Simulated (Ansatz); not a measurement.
A series of calculations on C₃H₅LiSi

**1. Relaxation**

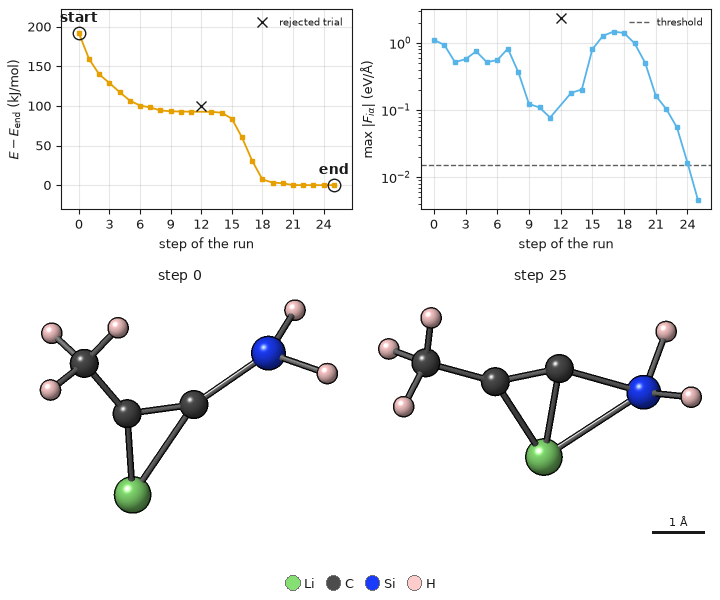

First and last geometry of a relaxation of C₃H₅LiSi, with the history of the run. Style: ball-and-stick. Shown at a tilt.

The run prepares an end point of a later path (torsion) calculation, from a guessed geometry.

These are results of RKS PBE-D4/STO-3G in Ansatz 0.2.0, not measurements.

Input
```yaml
crystal:
  periodic: [false, false, false]
  atoms:
    - { symbol: Li, position_ang: [-0.8834, -1.25193, -2.23382] }
    - { symbol: C, position_ang: [-0.22727, -0.90825, -0.47955] }
    - { symbol: C, position_ang: [0.141, -1.416, 0.89373] }
    - { symbol: C, position_ang: [-0.16127, 0.37034, -0.79202] }
    - { symbol: Si, position_ang: [0.14517, 2.03759, -0.30067] }
    - { symbol: H, position_ang: [0.66036, -0.6314, 1.45746] }
    - { symbol: H, position_ang: [0.77337, -2.30049, 0.83739] }
    - { symbol: H, position_ang: [-0.76627, -1.68924, 1.43354] }
    - { symbol: H, position_ang: [-0.96175, 2.9613, -0.02445] }
    - { symbol: H, position_ang: [1.28006, 2.82807, -0.79161] }
basis:
  gaussian: { orbitals: STO-3G }
hamiltonian:
  xc: pbe
  dispersion: d4
relax:
  f_tol: 0.015
  max_steps: 40
```

Command:
```bash
ansatz run input.yaml --threads 1 --pin off --max-ram 2048MiB --backend cpu --events-out ev --progress --plain --runs-dir out
```

> Read the history and describe the run.

It converged. Li1 moves most after the best rigid fit: 1.24 Å. By element the largest moves are Li 1.24 Å, Si 1.00 Å, H 0.96 Å, C 0.79 Å. Some distances before and after: Li1–Si5 3.952 → 2.328 Å, Li1–C4 2.287 → 2.045 Å, Li1–C2 1.904 → 2.124 Å, C4–Si5 1.765 → 1.845 Å. New bonds form: Li1–Si5 (3.95 → 2.33 Å). Bond angles that change, for instance: Li1–C4–Si5 154.2° → 73.3°, C3–C2–C4 122.0° → 149.5°, Li1–C2–C4 88.5° → 68.8°. The energy falls by 192.0 kJ/mol in 24 accepted moves (25 points after the start). The largest force component goes from 1.1 to 0.0045 eV/Å. The line search rejected the trial step at point 12 of the run. The run took 81 s on 1 thread of Intel(R) Xeon(R) Platinum 8175M CPU @ 2.50GHz (Skylake/Cascade Lake) (shared host), peak memory 0.14 GiB.

```json
{"step": "0", "E − E(0), kJ/mol": "0.00", "largest force component, eV/Å": "1.1169", "note": ""}
{"step": "1", "E − E(0), kJ/mol": "-32.79", "largest force component, eV/Å": "0.9302", "note": ""}
{"step": "2", "E − E(0), kJ/mol": "-52.17", "largest force component, eV/Å": "0.5177", "note": ""}
{"step": "3", "E − E(0), kJ/mol": "-63.06", "largest force component, eV/Å": "0.5740", "note": ""}
{"step": "4", "E − E(0), kJ/mol": "-74.54", "largest force component, eV/Å": "0.7519", "note": ""}
{"step": "5", "E − E(0), kJ/mol": "-85.24", "largest force component, eV/Å": "0.5193", "note": ""}
{"step": "6", "E − E(0), kJ/mol": "-91.49", "largest force component, eV/Å": "0.5556", "note": ""}
{"step": "7", "E − E(0), kJ/mol": "-93.84", "largest force component, eV/Å": "0.8242", "note": ""}
{"step": "8", "E − E(0), kJ/mol": "-97.64", "largest force component, eV/Å": "0.3648", "note": ""}
{"step": "9", "E − E(0), kJ/mol": "-98.71", "largest force component, eV/Å": "0.1236", "note": ""}
{"step": "10", "E − E(0), kJ/mol": "-99.06", "largest force component, eV/Å": "0.1094", "note": ""}
{"step": "11", "E − E(0), kJ/mol": "-99.22", "largest force component, eV/Å": "0.0774", "note": ""}
{"step": "12", "E − E(0), kJ/mol": "-92.26", "largest force component, eV/Å": "2.3668", "note": "rejected"}
{"step": "13", "E − E(0), kJ/mol": "-99.42", "largest force component, eV/Å": "0.1812", "note": ""}
{"step": "14", "E − E(0), kJ/mol": "-100.51", "largest force component, eV/Å": "0.2028", "note": ""}
{"step": "15", "E − E(0), kJ/mol": "-107.97", "largest force component, eV/Å": "0.8075", "note": ""}
{"step": "16", "E − E(0), kJ/mol": "-131.78", "largest force component, eV/Å": "1.2768", "note": ""}
{"step": "17", "E − E(0), kJ/mol": "-161.29", "largest force component, eV/Å": "1.4779", "note": ""}
{"step": "18", "E − E(0), kJ/mol": "-184.81", "largest force component, eV/Å": "1.4088", "note": ""}
{"step": "19", "E − E(0), kJ/mol": "-188.68", "largest force component, eV/Å": "0.9854", "note": ""}
{"step": "20", "E − E(0), kJ/mol": "-189.62", "largest force component, eV/Å": "0.5051", "note": ""}
{"step": "21", "E − E(0), kJ/mol": "-191.86", "largest force component, eV/Å": "0.1641", "note": ""}
{"step": "22", "E − E(0), kJ/mol": "-191.93", "largest force component, eV/Å": "0.1035", "note": ""}
{"step": "23", "E − E(0), kJ/mol": "-191.94", "largest force component, eV/Å": "0.0553", "note": ""}
{"step": "24", "E − E(0), kJ/mol": "-191.95", "largest force component, eV/Å": "0.0165", "note": ""}
{"step": "25", "E − E(0), kJ/mol": "-191.96", "largest force component, eV/Å": "0.0045", "note": ""}
```

Limits of the set-up: STO-3G is a minimal basis, so the numbers are rough.

**2. Relaxation**

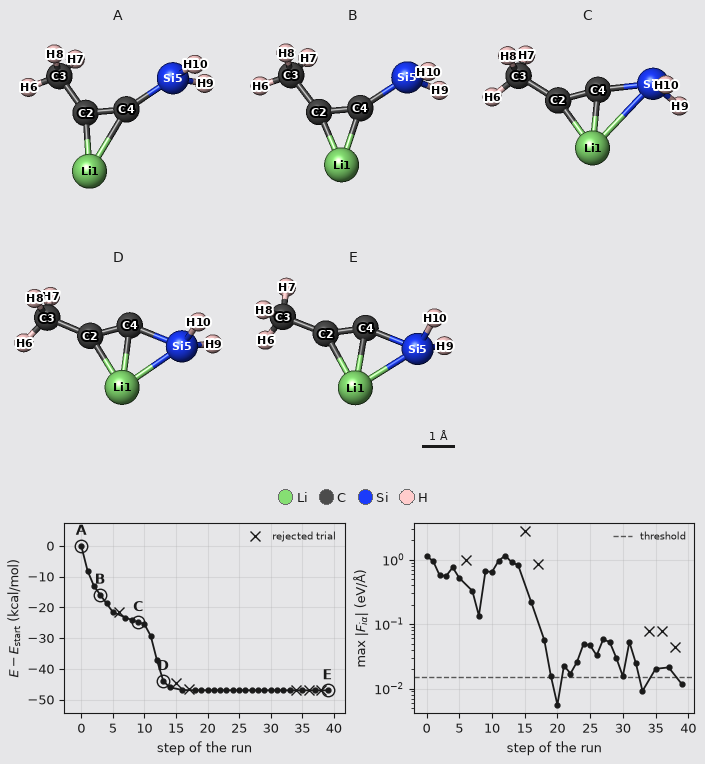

Frames of a relaxation of C3H5LiSi, marked on the history of the run. The picture is a ball-and-stick view, seen at a tilt.

The run prepares an end point of a later path (torsion) calculation, from a guessed geometry.

Theory: RKS PBE-D4/STO-3G (Ansatz). Settings: no spin polarisation; force threshold 0.015 eV/Å; at most 40 steps.

Question: What happens along the run?

Answer: Over 33 accepted moves (39 points after the start) the energy falls by 47.0 kcal/mol. Largest force component: 1.1 eV/Å at the start, 0.012 eV/Å at the end. The line search rejected the trial steps at points 6, 15, 17, 34, 36, 38 of the run. The forces were under the threshold at step 20, but the run went on from there. Li1 moves most after the best rigid fit: 1.28 Å. By element the largest moves are Li 1.28 Å, Si 0.99 Å, H 0.93 Å, C 0.79 Å. Among the contacts that change: Li1–Si5 3.952 → 2.328 Å, Li1–C4 2.287 → 2.045 Å, Li1–C2 1.904 → 2.123 Å, C4–Si5 1.765 → 1.845 Å. New bonds form: Li1–Si5 (3.95 → 2.33 Å). Bond angles that change, for instance: Li1–C4–Si5 154.2° → 73.3°, C3–C2–C4 122.0° → 149.4°, Li1–C2–C4 88.5° → 68.9°. Groups turn about C2–C3 by about 35°. From step 0 to 3: Li1 moves most (0.58 Å), energy −15.9 kcal/mol. From step 3 to 9: Li1 moves most (0.72 Å), energy −8.92 kcal/mol. From step 9 to 13: Si5 moves most (0.68 Å), energy −19.2 kcal/mol. From step 13 to 39: H6 moves most (0.41 Å), energy −2.98 kcal/mol.

```
step  E − E(0), kcal/mol  largest force component, eV/Å      note
   0                0.00                         1.1353          
   1               -8.10                         0.9567          
   2              -13.02                         0.5728          
   3              -15.89                         0.5614          
   4              -18.70                         0.7598          
   5              -21.51                         0.5217          
   6              -21.47                         0.9756  rejected
   7              -23.30                         0.3288          
   8              -24.11                         0.1354          
   9              -24.82                         0.6613          
  10              -25.47                         0.6463          
  12              -37.26                         1.1633          
  13              -43.99                         0.9189          
  15              -44.67                         2.7537  rejected
  16              -46.86                         0.2195          
  18              -46.93                         0.0565          
  19              -46.93                         0.0157          
  21              -46.94                         0.0227          
  22              -46.94                         0.0171          
  24              -46.94                         0.0495          
  25              -46.94                         0.0467          
  27              -46.95                         0.0582          
  28              -46.95                         0.0525          
  30              -46.96                         0.0155          
  31              -46.96                         0.0527          
  33              -46.96                         0.0091          
  34              -46.96                         0.0784  rejected
  36              -46.96                         0.0778  rejected
  37              -46.97                         0.0213          
  39              -46.97                         0.0118
```

Limits of the set-up: STO-3G is a minimal basis, so the numbers are rough.

**3. Path**

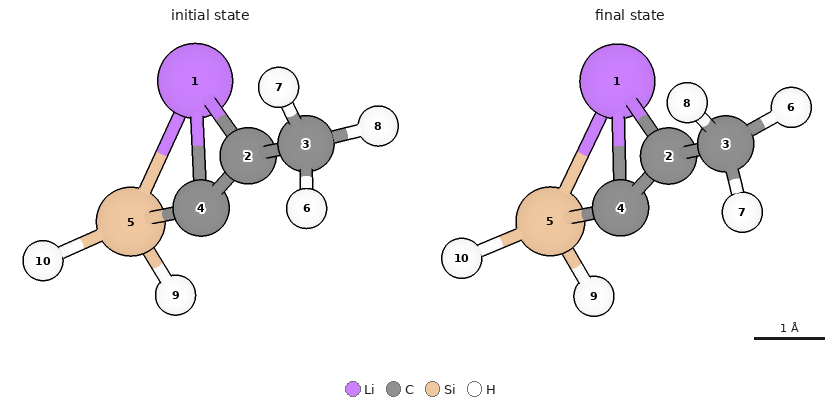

The two relaxed end points of a path for C₃H₅LiSi. Style: ball-and-stick. Shown from a free direction.

Method: RKS PBE-D4/STO-3G (Ansatz 0.2.0).

Set-up: 7 movable images; climbing image; force threshold 0.05 eV/Å; iteration limit 60.

Start:
```xyz
10

Li   -0.6825   -0.0993   -1.8435
C    -0.0278   -0.5748    0.1205
C     0.1578   -1.7455    1.0571
C     0.0528    0.6779   -0.1007
Si   -0.1829    2.0975   -1.2552
H     0.6525   -1.4165    1.9955
H     0.7802   -2.5340    0.5899
H    -0.8213   -2.1964    1.3163
H    -1.0485    3.0365   -0.5455
H     1.1197    2.7546   -1.3344
```

End:
```xyz
10

Li   -1.3378    0.0770   -1.4418
C    -0.1041   -0.5545    0.1670
C     0.1843   -1.7526    1.0409
C     0.1457    0.6528   -0.1571
Si   -0.2120    2.1049   -1.2378
H    -0.7501   -2.1909    1.4435
H     0.8335   -1.4620    1.8944
H     0.7041   -2.5399    0.4574
H    -0.5327    3.2001   -0.3253
H     1.0691    2.4652   -1.8412
```

### What barrier does the band find between them, and by what path?

The barrier is about 22.8 kcal/mol in both directions, with image 5 at the top; the ends have the same energy. The motion is an edge inversion through a T-shaped arrangement: the angle C2–C4–Si5 opens from 149° to 172° on the way. No bond forms or breaks between the ends. Bond angles that change up to the highest image, for instance: Li1–Si5–H9 127.0° → 72.0°, C2–C4–Si5 149.0° → 172.3°. The band converged in 25 iterations. The largest component of the band force went from 15 to 0.031 eV/Å. The climbing image converged on the top of the path. Its vibrational analysis gives one imaginary mode (188i cm⁻¹), as a transition state must have.

Energies of the converged images:

| image | path (Å) | E (kcal/mol) |
| --- | --- | --- |
| 0 | 0.00 | 0.0 |
| 1 | 0.88 | 0.0 |
| 2 | 1.77 | 0.1 |
| 3 | 2.65 | 0.0 |
| 4 | 3.53 | 11.4 |
| 5 | 4.42 | 22.8 |
| 6 | 4.96 | 22.2 |
| 7 | 5.50 | 12.6 |
| 8 | 6.04 | 0.0 |

The geometry at the top of the path:

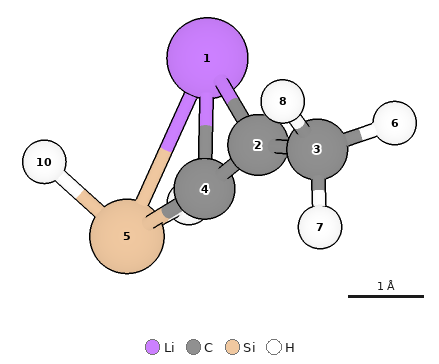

Limits of the set-up: STO-3G is a minimal basis, so the numbers are rough.
